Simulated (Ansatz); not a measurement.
The parent structure is SiC in the zinc blende structure (space group F-43m, No. 216; a = 4.3569 Å).

It is then changed as follows: cell and atoms relaxed at a pressure of 15 GPa.

Calculations: PBEsol in Ansatz (plane waves to 420 eV, PAW, no spin-orbit coupling).

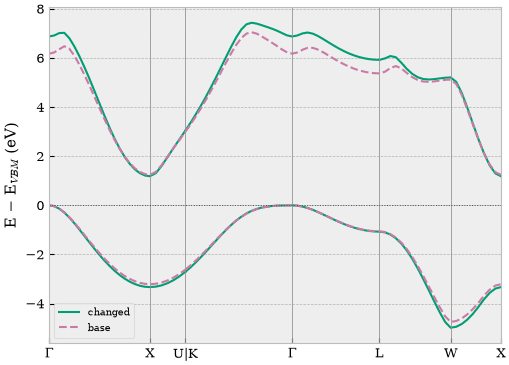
*Highest valence and lowest conduction band along the path, each from its own valence-band maximum*

The gap is 1.19 eV, indirect, Γ → X; the base has 1.24 eV.

Load acts through the strain it causes; cell and atoms are relaxed under it. Whether these cells are dynamically stable was not tested. Competing high-pressure phases were not computed.

Ansatz is a first-principles code.
